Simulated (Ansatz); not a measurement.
```yaml
atoms:
  - { symbol: C, position_ang: [-0.6007, 1.4532, 1.9606] }
  - { symbol: C, position_ang: [-0.4106, -1.2766, 0.4628] }
  - { symbol: F, position_ang: [-0.8038, 1.2146, -0.8790] }
  - { symbol: Si, position_ang: [-1.2190, 0.4332, 0.4925] }
  - { symbol: H, position_ang: [-1.0489, 2.4517, 1.9779] }
  - { symbol: H, position_ang: [0.4907, 1.5707, 1.9166] }
  - { symbol: H, position_ang: [-0.8534, 0.9510, 2.9018] }
  - { symbol: H, position_ang: [-0.7477, -1.8694, -0.3934] }
  - { symbol: H, position_ang: [-0.6604, -1.8277, 1.3770] }
  - { symbol: H, position_ang: [0.6827, -1.1857, 0.4047] }
```

Geometry: B3LYP/6-31G*.

These are results of isolated molecule in a Gaussian basis; Kohn-Sham density functional theory, functional PBE0 (Ansatz), not measurements.

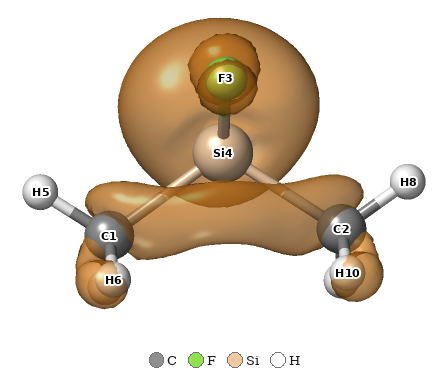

C2H6FSi (SMILES C[Si](C)F) (doublet). Isosurface of the spin density at +0.02 e/Å³ (orange), seen at a tilt.

> Where is the unpaired spin?

The unpaired spin (1 electron) lies mostly on Si4 (about 0.8), in electrons by Hirshfeld's partition.
